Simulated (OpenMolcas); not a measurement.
# singlet AlClHO+ at HF/pc-2 (Cholesky decomposition)

Aim: a single-point energy of singlet AlClHO+. 

The calculation is run with OpenMolcas 26.06.

### Step 1. The system as given

AlClHO+: 4 atoms, total charge +1, spin state singlet. As SMILES of the parent species, `[O][AlH][Cl]`. Geometry: relaxed at PBE0-D4/def2-TZVP. That shape belongs to the parent species and isn't relaxed for this state.

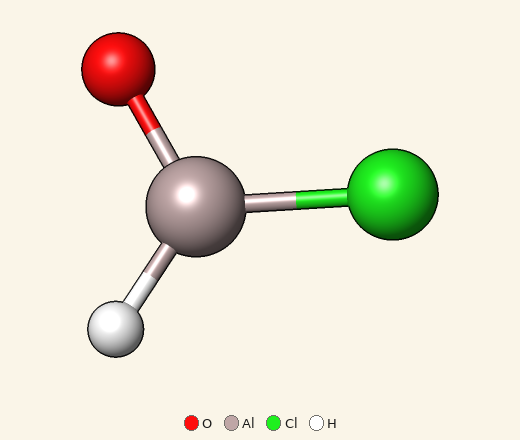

The structure, seen from a chosen angle (oxygen red, aluminium light grey, chlorine green, hydrogen white).

### Step 2. A single-point energy at HF/pc-2 (Cholesky decomposition)

Contents of run.input:

```
&GATEWAY
 Coord
 4
 angstrom
 O        0.290600      -1.035900       1.350600
 Al       0.118400       0.049000       0.015600
 Cl      -1.573200      -0.210600      -1.168800
 H        1.219700       1.137300      -0.217800
 Basis=pc-2
 Group=NoSym

&SEWARD
 Low

&SCF
 Charge=1
 PrOrbitals=1 1
```

Run with:

```bash
$ export MOLCAS_MEM=1860
$ pymolcas run.input > run.log
```

What values should one expect? Wanted: total energy; HOMO energy; LUMO energy; HOMO–LUMO gap.

**Answer.** As computed:

At HF/pc-2 (Cholesky decomposition):

```
     quantity          value
 total energy  -776.47660 Eh
  HOMO energy      -18.23 eV
  LUMO energy      -10.92 eV
HOMO–LUMO gap        7.31 eV
```
